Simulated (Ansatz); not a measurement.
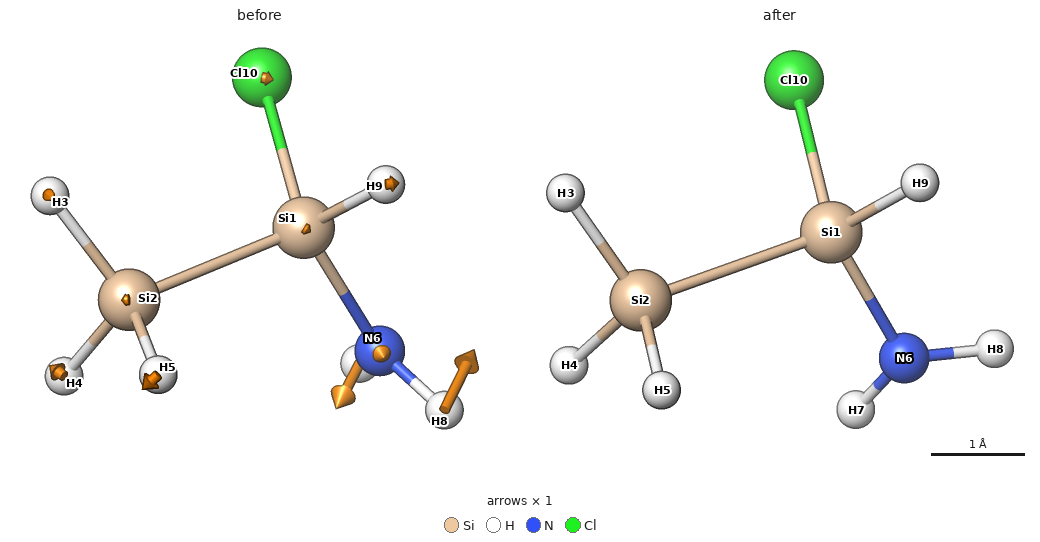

The structure of Si2NH6Cl before (left) and after (right) a relaxation, at one scale. The orange arrows give the displacements, at their true length.

A ball-and-stick model, seen at a tilt.

The run prepares the start of a later molecular dynamics calculation, from a guessed geometry.

Method: Ansatz, RKS PBE-D4/6-31G*.

Input file:
```yaml
crystal:
  periodic: [false, false, false]
  atoms:
    - { symbol: Si, position_ang: [0.0, 0.0, 0.0] }
    - { symbol: Si, position_ang: [0.0, 0.0, 2.22] }
    - { symbol: H, position_ang: [-1.3148, -0.4067, 2.7074] }
    - { symbol: H, position_ang: [1.0096, -0.9353, 2.7074] }
    - { symbol: H, position_ang: [0.3052, 1.342, 2.7074] }
    - { symbol: "N", position_ang: [1.7163, 0.0, -0.6061] }
    - { symbol: H, position_ang: [2.2145, -0.918, -0.7868] }
    - { symbol: H, position_ang: [2.2175, 0.918, -0.7783] }
    - { symbol: H, position_ang: [-0.6877, 1.1914, -0.4862] }
    - { symbol: Cl, position_ang: [-1.0032, -1.7381, -0.7093] }
basis:
  gaussian: { orbitals: "6-31G*" }
hamiltonian:
  xc: pbe
  dispersion: d4
relax:
  f_tol: 0.02
  max_steps: 40
```

Run as
```bash
ansatz run input.yaml --threads 1 --pin off --max-ram 2048MiB --backend cpu --events-out ev --progress --plain --runs-dir out
```

What changed between the two?

Answer. The largest move after the best rigid fit is that of H8, 0.94 Å. Largest moves by element: H 0.94 Å, N 0.21 Å, Cl 0.14 Å, Si 0.10 Å. Near-neighbour distances that change, for instance: Si1–Si2 2.220 → 2.343 Å, Si1–N6 1.820 → 1.734 Å, N6–H7 1.060 → 1.021 Å, Si1–H9 1.459 → 1.497 Å. Bond angles that change, for instance: H7–N6–H8 120.0° → 110.3°, N6–Si1–Cl10 109.5° → 115.5°, Si2–Si1–H9 109.5° → 114.7°. The energy falls by 14.2 kcal/mol in 8 accepted moves (9 points after the start). The largest force component goes from 2.1 to 0.013 eV/Å. The line search rejected the trial step at point 7 of the run. The run took 25 s on 1 thread of Intel(R) Xeon(R) Platinum 8488C (Sapphire Rapids), on a shared host, peak memory 0.14 GiB.
